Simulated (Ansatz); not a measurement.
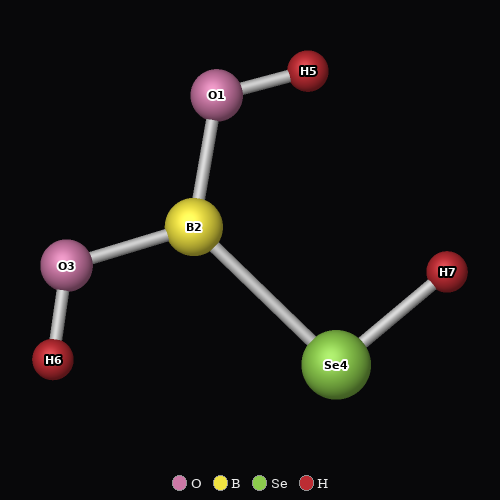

The system is BH₃O₂Se, SMILES OB(O)[SeH]; the picture shows the reference structure. Coordinates scanned: (1) dihedral H5–O1–B2–O3; (2) dihedral O1–B2–Se4–H7. Nothing is relaxed (all other coordinates rigid). The grid has 18 × 18 points; 314 points were computed and 10 follow by symmetry. All energies are given in eV relative to the lowest grid point. Method: RKS B3LYP-D4/def2-SVP (Ansatz).

Its coordinates:

```xyz
7

O    -0.2608    1.3928    0.1448
B     0.1853    0.1252    0.3202
O     0.9566   -0.1144    1.4098
Se   -0.2306   -1.3859   -0.9278
H    -0.8057    1.5311   -0.6357
H     1.2616   -1.0219    1.5114
H    -1.0451   -0.5948   -1.8684
```

Range: dihedral H5–O1–B2–O3 from −180 to 160°; dihedral O1–B2–Se4–H7 from −180 to 160°.

### Predict the map.

The lowest grid point is at dihedral H5–O1–B2–O3 = 0°, dihedral O1–B2–Se4–H7 = 0°. There are further wells near dihedral H5–O1–B2–O3 = 0°, dihedral O1–B2–Se4–H7 = −180° (0.059 eV above the lowest at that grid point); dihedral H5–O1–B2–O3 = −180°, dihedral O1–B2–Se4–H7 = 0° (0.067 eV above the lowest at that grid point); dihedral H5–O1–B2–O3 = −180°, dihedral O1–B2–Se4–H7 = −180° (0.096 eV above the lowest at that grid point). The highest grid point, dihedral H5–O1–B2–O3 = 80°, dihedral O1–B2–Se4–H7 = 100°, lies 0.651 eV above the lowest. On the interpolated surface the easiest way out of the lowest well to the well at dihedral H5–O1–B2–O3 = 0°, dihedral O1–B2–Se4–H7 = −180° passes a barrier of about 0.23 eV. Round the minimum the two coordinates are weakly coupled (coupling −0.14 in units of the two stiffnesses).

| dihedral O1–B2–Se4–H7 ↓, dihedral H5–O1–B2–O3 → | −160 | −120 | −80 | −40 | 0 | 40 | 80 | 120 | 160 |
| --- | --- | --- | --- | --- | --- | --- | --- | --- | --- |
| 160 | 0.153 | 0.343 | 0.382 | 0.186 | 0.077 | 0.231 | 0.397 | 0.301 | 0.123 |
| 120 | 0.247 | 0.501 | 0.561 | 0.318 | 0.189 | 0.387 | 0.587 | 0.444 | 0.205 |
| 80 | 0.249 | 0.508 | 0.625 | 0.396 | 0.221 | 0.394 | 0.636 | 0.532 | 0.263 |
| 40 | 0.137 | 0.338 | 0.443 | 0.254 | 0.087 | 0.219 | 0.444 | 0.396 | 0.176 |
| 0 | 0.097 | 0.269 | 0.327 | 0.135 | 0.000 | 0.135 | 0.327 | 0.270 | 0.097 |
| −40 | 0.176 | 0.396 | 0.444 | 0.220 | 0.087 | 0.254 | 0.443 | 0.338 | 0.137 |
| −80 | 0.263 | 0.532 | 0.636 | 0.395 | 0.221 | 0.396 | 0.625 | 0.509 | 0.249 |
| −120 | 0.205 | 0.443 | 0.587 | 0.387 | 0.189 | 0.318 | 0.560 | 0.501 | 0.247 |
| −160 | 0.123 | 0.301 | 0.397 | 0.231 | 0.076 | 0.186 | 0.382 | 0.343 | 0.153 |

The table holds every second grid line.

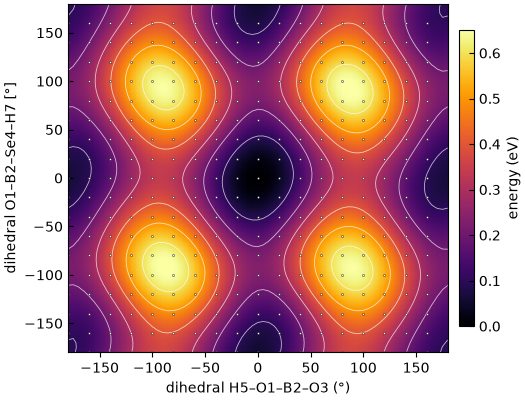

The picture shows a smooth colour map with a few white contour lines, dots at the grid points. Between grid points the surface is interpolated.

Each point was launched as `ansatz run input.yaml --threads 1 --pin off --max-ram 2560MiB --backend cpu --events-out ev --progress --plain --runs-dir out`. Time for the 314 points that were run: 19 min on 1 thread of Arm Neoverse V2, on a shared host.
